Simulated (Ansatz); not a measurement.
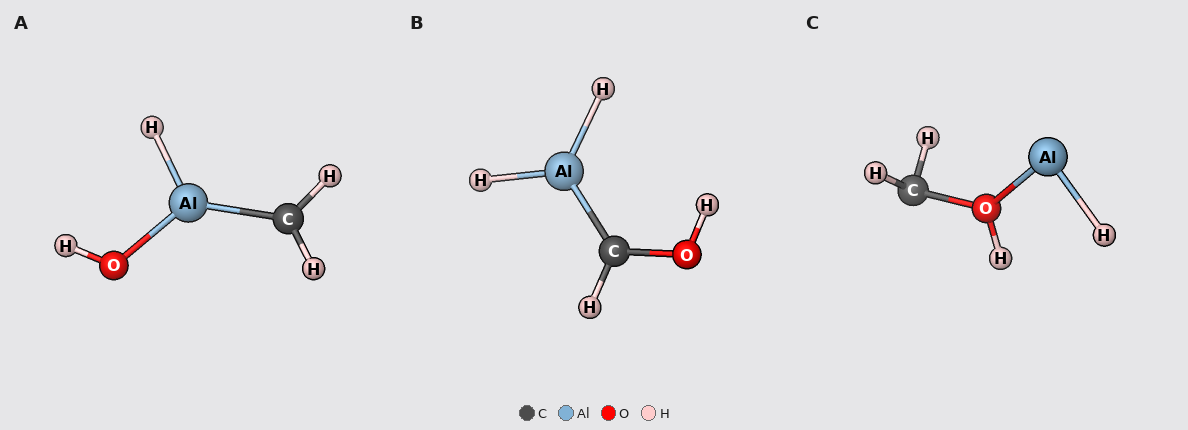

3 stationary structures of one formula. The species has charge −1 and is a spin singlet. Geometries: PBE0-D4/def2-TZVPD. Electronic energies: r2SCAN-D4/def2-TZVPPD (Ansatz 0.2.0), without zero-point energy. No frequency run is at hand to confirm each as a minimum. Each is one conformer, not always the lowest.

**Rank them by energy, lowest first.**

A is lowest (Cs); B lies 218.2 kJ/mol above it (Cs), C lies 319.1 kJ/mol above it (Cs).
